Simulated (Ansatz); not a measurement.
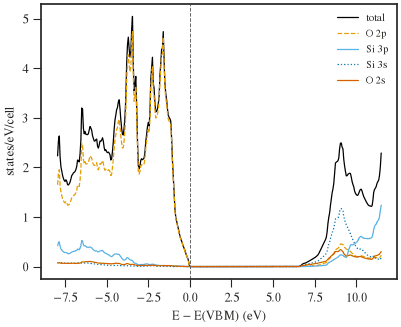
Total and projected density of states of SiO2 (rutile, P4_2/mnm), r²SCAN (plane waves, PAW; program Ansatz)

**Question.** Which orbitals carry the states next to the gap?

**Answer.** Top 1 eV of the valence band: O 2p 98 %. Bottom 1 eV of the conduction band: Si 3s 51 %, O 2s 35 %, O 2p 7 %. Projections are on Löwdin-orthogonalised atomic valence shells; empty p or d shells of many metals are not among them.

**Question.** Where is the tallest occupied peak in this window, and what makes it?

**Answer.** Near -3.4 eV, about 5.0 states/eV per cell; the largest projected share is O 2p.

This is a known high-pressure phase of the composition, computed here at zero pressure and temperature. The r²SCAN relaxation kept the symmetry of its start; its stability against distortions is not shown here.

Potentials: the later of the program's two PAW sets.
